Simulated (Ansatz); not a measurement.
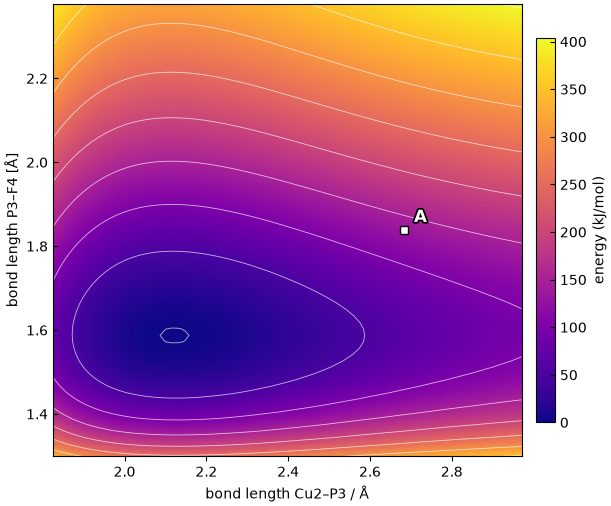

CuF₃HOP, SMILES [OH][Cu-][P+](F)(F)F. 
- First axis: bond length Cu2–P3. Second axis: bond length P3–F4.
- Nothing is relaxed (all other coordinates rigid).
- Grid: 9 × 9 points.
- Energies: kJ/mol, counted from the lowest grid point.
- The reference is spin-restricted, which grows unreliable where a bond is stretched far.
- Method: Ansatz 0.2.0, RKS B3LYP-D4/def2-SVP.

In the figure: a smooth colour map with a few white contour lines, the point A. Between grid points the surface is interpolated.

Question: Is A at rest? If not, where is it pushed?

Answer: A, at bond length Cu2–P3 = 2.684 Å, bond length P3–F4 = 1.838 Å, is not a stationary point. The computed force is 122 kJ/mol for each Å towards smaller values of bond length Cu2–P3 and 440 kJ/mol for each Å towards smaller values of bond length P3–F4.
